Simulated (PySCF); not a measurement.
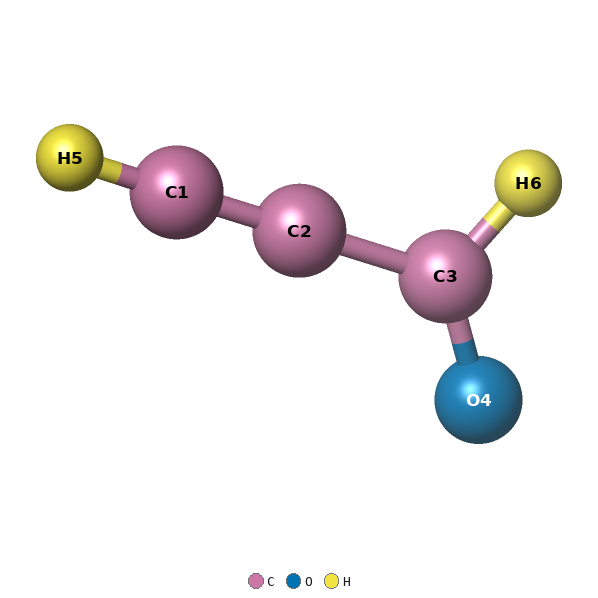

The computed structure is the end point of a GFN2-xTB optimisation. No frequency run is at hand to confirm it as a minimum. Level of theory: B3LYP/pcJ-1 indirect spin-spin coupling, non-relativistic, gas phase (PySCF 2.14.0). Isotopes: 13C, 1H, 17O.

Give the spin–spin coupling constants of these pairs, with the number of bonds between them: C1/H5, C2/C3, C3/O4, C2/O4, C2/H6.

```
  pair  bonds apart  J (Hz)
C1, H5            1   270.3
C2, C3            1    97.3
C3, O4            1    29.4
C2, O4            2    −1.0
C2, H6            2    33.5
```
